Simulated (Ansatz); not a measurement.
Method: PBE (plane waves to 420 eV, PAW; Ansatz, an electronic-structure program).

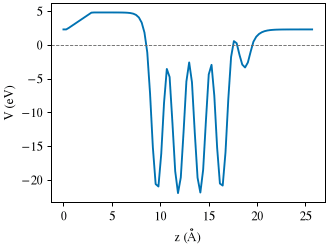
Fig. 1. Plane-averaged electrostatic potential energy along the normal, in eV from the Fermi level, for Y on the 1x1 (110) surface of bcc W, one in a 2x2 cell, started at the site 'bridge W-W (span 3.2 Å)'

Model: 17-atom slab, 6.6 Å thick at the start under the adsorbate (thin: gaps and levels are the slab's own), 6x6x1 mesh, Fermi-Dirac 0.1 eV, dipole correction, 8 atoms held, the rest relaxed; symmetry of the start imposed; no spin, no spin-orbit, no U, no dispersion correction. At the end it is bonded to 4 W. In PBE it is, or lies within 0.03 eV of, the lowest of the starts that converged.

**Question.** The surface cell has an area of 28.68 Å². What dipole along the normal does the step between the two vacuum levels imply?

**Answer.** the top vacuum level lies 2.51 eV below the bottom one; p = −ε₀ A ΔV (ε₀ = 0.005526 e/(V·Å)) gives 0.40 e·Å a cell.
